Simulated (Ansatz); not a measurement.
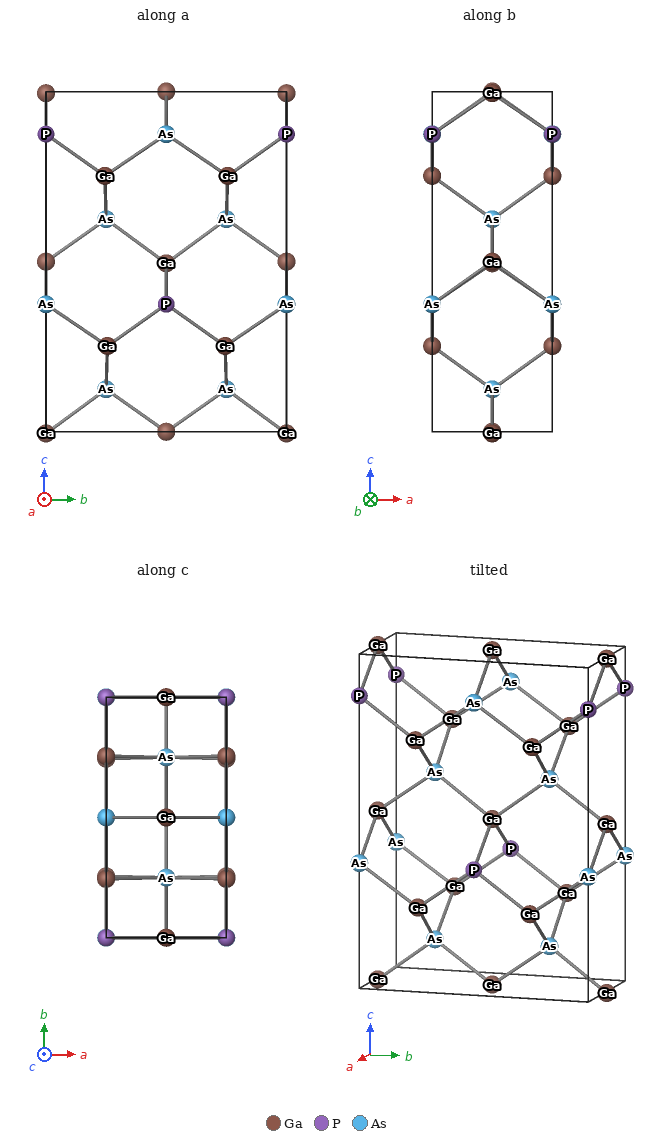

Crystal structure, ball-and-stick style, seen along the a axis, along the b axis, along the c axis and slightly off an axis. The wireframe shows the conventional unit cell.

Lattice parameters: a = 4.019 Å, b = 8.038 Å, c = 11.371 Å, α = 90.00°, β = 90.00°, γ = 90.00°. Put a along x and b in the xy plane.

Question: Record the structure as a POSCAR file, with free fractional coordinates to two decimals.

Answer:
```
Ga P As
1.0
     4.019    0.000    0.000
     0.000    8.038    0.000
     0.000    0.000   11.371
Ga P As
8 2 6
Direct
  0.00 0.26 0.25
  0.50 0.50 0.50
  0.50 0.50 0.00
  0.00 0.74 0.25
  0.00 0.76 0.75
  0.50 0.00 0.00
  0.50 0.00 0.50
  0.00 0.24 0.75
  0.00 0.50 0.3750
  0.00 0.00 0.8750
  0.50 0.25 0.1250
  0.00 0.50 0.87
  0.50 0.75 0.1250
  0.50 0.75 0.6250
  0.00 0.00 0.37
  0.50 0.25 0.6250
```

Its origin is a structure type filled with these elements by a generator (whether the compound takes this form wasn't checked). Earlier steps of the study, as a rule a relaxation of our own, may have changed the cell and positions, so they can lie some per cent off the listed ones. A calculation with Ansatz used it as input.
